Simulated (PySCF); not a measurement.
## C3H9B: one change and its effect

System: C3H9B (trimethylborane), SMILES CB(C)C.
Method of run A: GIAO PBE0/pcSseg-2 NMR shielding, non-relativistic, gas phase (PySCF 2.14.0).

The geometry comes from this level: PBE0-D3(BJ)/def2-SVP. Text and figures count atoms from 1; the logs count them from 0 in places.

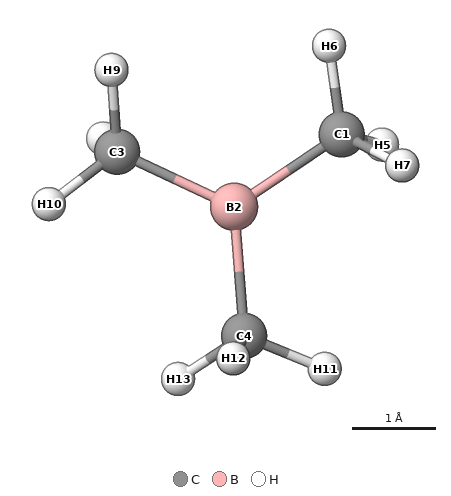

Figure 1. The input geometry (ball-and-stick view, seen at a tilt; atoms are numbered from 1 in the order of the input). Bond lengths as drawn: B–C 1.57 Å and C–H 1.10 to 1.11 Å.

## Input, run A
```
{"job": {"kind": "nmr", "xc": "PBE0", "basis": "pcSseg-2", "pop": false}, "charge": 0, "multiplicity": 1}
C     -0.299524     1.639593    -0.171789
B      0.137190     0.128105    -0.113973
C      1.655776    -0.270751    -0.019498
C     -0.965059    -0.995598    -0.109908
H     -0.739233     1.892662     0.811922
H      0.507491     2.359347    -0.372937
H     -1.116180     1.798286    -0.896497
H      1.905470    -0.220679     1.059801
H      2.339655     0.430499    -0.521824
H      1.877610    -1.301174    -0.337014
H     -1.966865    -0.663512     0.202277
H     -1.055873    -1.325965    -1.163925
H     -0.678180    -1.893947     0.458353
```

The first line tells a small driver script what to run in PySCF; the rest is the geometry in Å.

Launched with:
```bash
OMP_NUM_THREADS=1 python <driver script> task.json out
```

Hardware: 1 CPU thread, shared host.

## Output (run A)
```
coarse grid: 9928 points
cycle   1  E = -144.3947333212  dE =  1.529e-02  |g| = 5.119e-01  |ddm| = 2.123e+00
cycle   2  E = -144.3792332211  dE =  1.550e-02  |g| = 5.625e-01  |ddm| = 7.399e-01
cycle   3  E = -144.4645179069  dE = -8.528e-02  |g| = 1.880e-02  |ddm| = 4.174e-01
cycle   4  E = -144.4645831237  dE = -6.522e-05  |g| = 1.306e-02  |ddm| = 2.724e-02
cycle   5  E = -144.4646307430  dE = -4.762e-05  |g| = 4.192e-04  |ddm| = 1.139e-02
cycle   6  E = -144.4646308009  dE = -5.783e-08  |g| = 1.236e-04  |ddm| = 7.101e-04
final grid: 93184 points
cycle   7  E = -144.4660947223  dE = -8.555e-05  |g| = 7.427e-03  |ddm| = 3.478e-02
cycle   8  E = -144.4660917769  dE =  2.945e-06  |g| = 8.166e-03  |ddm| = 9.361e-03
cycle   9  E = -144.4661087081  dE = -1.693e-05  |g| = 1.834e-04  |ddm| = 5.089e-03
cycle  10  E = -144.4661087123  dE = -4.211e-09  |g| = 1.439e-04  |ddm| = 2.789e-04
cycle  11  E = -144.4661087182  dE = -5.929e-09  |g| = 7.847e-06  |ddm| = 1.276e-04
cycle  12  E = -144.4661087183  dE = -1.501e-11  |g| = 2.027e-06  |ddm| = 8.383e-06
converged SCF energy = -144.4661087183

GIAO shielding tensors (ppm)
atom      isotropic    diamagn.    paramagn.     s11        s22        s33       span
  0 C      168.337     245.266     -76.929    150.070    169.823    185.118     35.048
  1 B        9.207     194.801    -185.594    -48.061    -43.586    119.270    167.330
  2 C      167.111     245.417     -78.306    150.429    166.630    184.275     33.845
  3 C      168.011     245.660     -77.649    150.224    169.450    184.358     34.134
  4 H       30.670      30.112       0.558     27.134     29.286     35.590      8.456
  5 H       30.280      30.137       0.143     26.617     29.324     34.899      8.282
  6 H       30.216      30.061       0.155     26.535     29.474     34.639      8.103
  7 H       30.762      30.007       0.755     27.394     29.311     35.582      8.188
  8 H       30.168      30.023       0.145     26.426     29.238     34.840      8.414
  9 H       30.166      30.303      -0.137     26.519     29.502     34.478      7.958
 10 H       30.267      30.659      -0.392     26.605     29.511     34.684      8.079
 11 H       30.880      30.035       0.846     27.278     29.482     35.881      8.604
 12 H       30.239      30.666      -0.426     26.589     29.446     34.683      8.094
```

Run B used a changed input.

## The two runs side by side

```csv
quantity,run A,run B
outcome,converged,converged
total energy (hartree),−144.466109,−144.566521
HOMO (eV),−8.49,−9.94
LUMO (eV),−0.16,0.97
dipole moment (D),0.07,0.07
shielding of C1 (ppm),168.3,167.1
shielding of B2 (ppm),9.2,5.2
shielding of C3 (ppm),167.1,165.9
shielding of C4 (ppm),168.0,166.8
shielding of H10 (ppm),30.2,30.3
shielding of H11 (ppm),30.3,30.4
shielding of H13 (ppm),30.2,30.3
SCF iterations,12,10
basis functions,270,270
wall time (shared host),27 s,35 s
```

Which change of the input explains these differences?

The change (lines with − go, lines with + come):
```diff
-"xc": "PBE0"
+"xc": "CAM-B3LYP"
```

The total energies belong to different methods, so their difference says nothing on which is more stable or more accurate. The HOMO goes from −8.49 to −9.94 eV. The LUMO goes from −0.16 to 0.97 eV. Of all shieldings, the largest change is that of B2, by −4.0 ppm. The functional changes from PBE0 to CAM-B3LYP. The SCF takes 10 iterations against 12.

## Output (run B)
```
coarse grid: 9928 points
cycle   1  E = -144.5133682297  dE =  1.111e-01  |g| = 4.194e-01  |ddm| = 2.090e+00
cycle   2  E = -144.5286237426  dE = -1.526e-02  |g| = 3.513e-01  |ddm| = 5.073e-01
cycle   3  E = -144.5595909448  dE = -3.097e-02  |g| = 1.604e-02  |ddm| = 2.225e-01
cycle   4  E = -144.5596924816  dE = -1.015e-04  |g| = 4.607e-03  |ddm| = 2.875e-02
cycle   5  E = -144.5596985986  dE = -6.117e-06  |g| = 1.030e-03  |ddm| = 5.611e-03
final grid: 93184 points
cycle   6  E = -144.5665165942  dE = -6.340e-05  |g| = 4.221e-03  |ddm| = 2.893e-02
cycle   7  E = -144.5665177315  dE = -1.137e-06  |g| = 3.498e-03  |ddm| = 4.380e-03
cycle   8  E = -144.5665206556  dE = -2.924e-06  |g| = 1.457e-04  |ddm| = 2.095e-03
cycle   9  E = -144.5665206618  dE = -6.149e-09  |g| = 3.516e-05  |ddm| = 2.038e-04
cycle  10  E = -144.5665206622  dE = -3.847e-10  |g| = 8.615e-06  |ddm| = 4.271e-05
converged SCF energy = -144.5665206622

GIAO shielding tensors (ppm)
atom      isotropic    diamagn.    paramagn.     s11        s22        s33       span
  0 C      167.139     241.860     -74.721    149.035    167.899    184.485     35.450
  1 B        5.204     191.321    -186.118    -53.521    -48.985    118.117    171.638
  2 C      165.895     241.963     -76.069    149.318    164.816    183.549     34.232
  3 C      166.756     242.275     -75.519    149.059    167.624    183.586     34.527
  4 H       30.760      29.946       0.814     27.247     29.442     35.590      8.343
  5 H       30.381      30.264       0.117     26.726     29.447     34.971      8.245
  6 H       30.318      30.055       0.263     26.662     29.616     34.676      8.014
  7 H       30.851      29.826       1.025     27.501     29.478     35.573      8.072
  8 H       30.270      30.125       0.144     26.540     29.371     34.898      8.358
  9 H       30.273      30.298      -0.025     26.643     29.632     34.544      7.901
 10 H       30.372      30.652      -0.279     26.729     29.642     34.746      8.017
 11 H       30.968      29.924       1.044     27.384     29.650     35.869      8.485
 12 H       30.342      30.617      -0.275     26.712     29.581     34.732      8.020
```
